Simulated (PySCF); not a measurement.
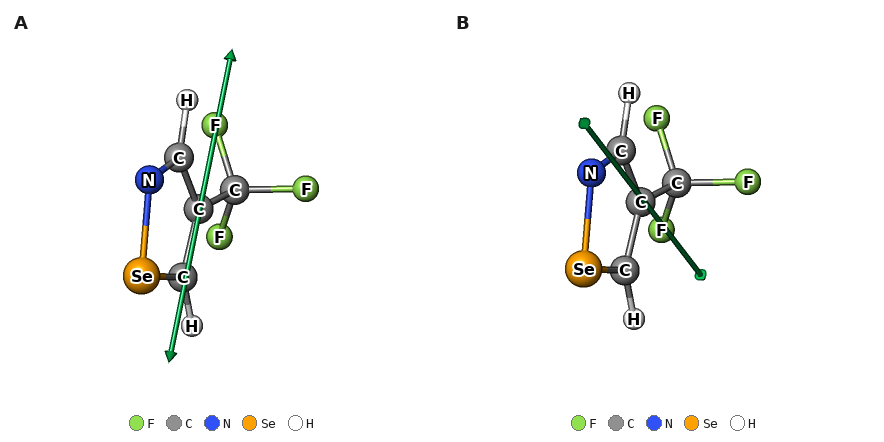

The double arrows show the directions of two transition dipoles from the ground state (lengths mean nothing). The computed structure is the end point of a PBE0-D3(BJ)/def2-SVP optimisation. No frequency run is at hand to confirm it as a minimum. Method: TDDFT B3LYP/def2-SVPD, vertical, gas phase, core orbitals frozen in the response (PySCF 2.14.0).

> One belongs to singlet state 4 and one to singlet state 6. Which is which?

A: state 6, 6.22 eV (199 nm), oscillator strength 0.059, mainly HOMO−2 → LUMO+1 (weight 0.88).
B: state 4, 5.89 eV (210 nm), oscillator strength 0.023, mainly HOMO−1 → LUMO (weight 0.85).
